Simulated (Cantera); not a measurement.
Input: 1 mol Si, 0.88 mol Cl2, 7.5 mol H2, 3.4 mol HCl, equilibrated at 110000 Pa.

Method: chemical equilibrium by Gibbs-energy minimisation in Cantera with the NASA 1993 tables (ideal gas, pure condensed phases). Candidate condensed phases: Si; 19 gas species. The tables' values for SiCl3 are old estimates; treat these amounts as uncertain. Equilibrium is a limit: real reactors are often held back by kinetics, nucleation or transport.

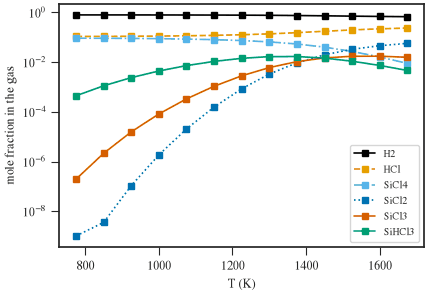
Fig. 1. Equilibrium gas composition (values under 1e-9 drawn at 1e-9)

Q: Read off the mole fractions at 1675 K.

A: H2 about 0.68, HCl about 0.24, SiCl2 about 0.057, SiCl3 about 0.016, SiCl4 about 0.0089, SiHCl3 about 0.0046.
